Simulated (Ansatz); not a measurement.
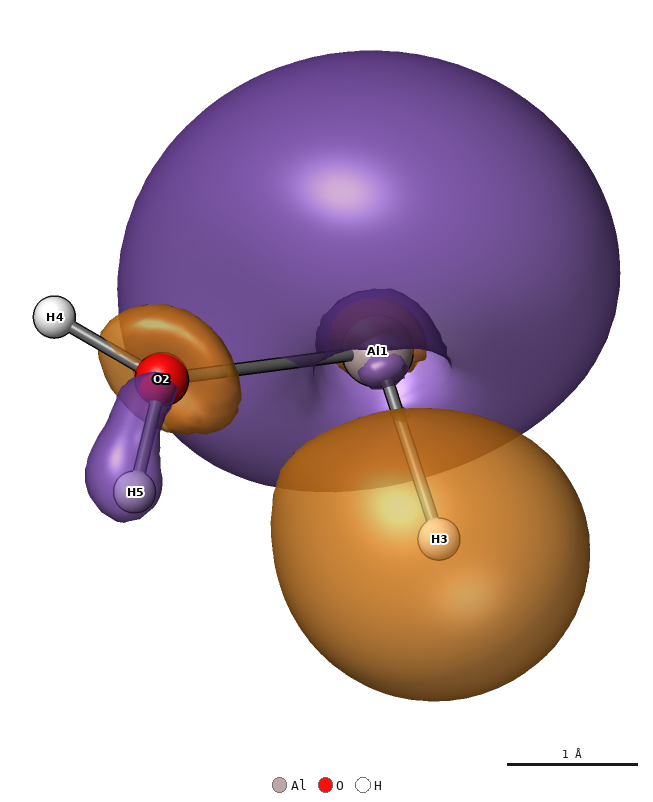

Figure 1: AlH$_{3}$O. One frontier orbital at ±0.08 Å⁻³ᐟ² (orange and purple are the two phases), seen at an oblique angle.

Geometry: B3LYP/6-31G*.

The calculation used isolated molecule in a Gaussian basis; Kohn-Sham density functional theory, functional PBE0 (Ansatz).

```xyz
5

Al    0.2614    1.4107   -0.3528
O    -0.8954   -0.3992   -0.5699
H     0.0433    1.0884    1.2806
H    -0.8737   -0.9015   -1.3999
H    -0.9707   -1.0239    0.1700
```

**Which orbital is it: HOMO or LUMO?**

The HOMO, at −4.90 eV. It lies mainly on Al1 (about 80 %) and H3 (about 20 %).
